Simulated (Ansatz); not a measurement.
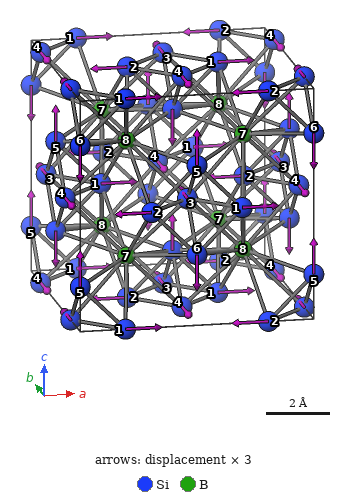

A relaxation of a crystal of Si$_{3}$B (a generated structure, set up in Fm-3m) (coarse preliminary run). The starting structure is drawn; purple arrows show the displacements (the part carried along by the change of the cell is left out), magnified 3 times.

A ball-and-stick model of the conventional cell (4 times the calculation's cell), seen slightly off an axis. Lengths and directions refer to the drawn axes.

Level of theory: DFT PBE, scalar-relativistic, plane waves, PAW in Ansatz. Settings: plane-wave cutoff 420 eV; k-point mesh 4 × 4 × 4; occupations gaussian; smearing width 0.1 eV; no spin polarisation; cell and atoms relaxed; force threshold 0.04 eV/Å; at most 70 steps.

Q: Which element moves most?

A: Silicon: up to 0.41 Å, against 0.00 Å for boron.

Q: What happened in the run?

A: The largest moves relative to the cell, 0.41 Å, are those of Si1, Si2, Si3, Si4, Si5 and Si6. Si5 goes along +c. B stays in place. The volume changes by −12.0 %, with a = b = c 7.672 → 7.351 Å (−4.2 %). Among the contacts that change: Si1–Si3 3.322 → 2.599 Å, Si1–Si2 2.974 → 3.675 Å, Si1–Si3 (another image) 2.103 → 2.599 Å, Si1–B7 2.746 → 2.599 Å. The space group (tolerance 0.01 Å) goes from Fm-3m (No. 225) to Pm-3m (No. 221). The energy falls by 1306 meV per atom in 4 accepted moves (5 points after the start). The largest force component goes from 11 to 0.0018 eV/Å. Pressure: 35.48 GPa at the start and −0.14 GPa at the end. The SCF was repeated once at an unchanged geometry on a basis and grid sized afresh for the cell, which shifted the energy by 0.3 meV per atom at most. The run took 18 s on 1 thread of Intel(R) Xeon(R) Processor @ 2.70GHz, with other jobs on the host, peak memory 0.39 GiB.
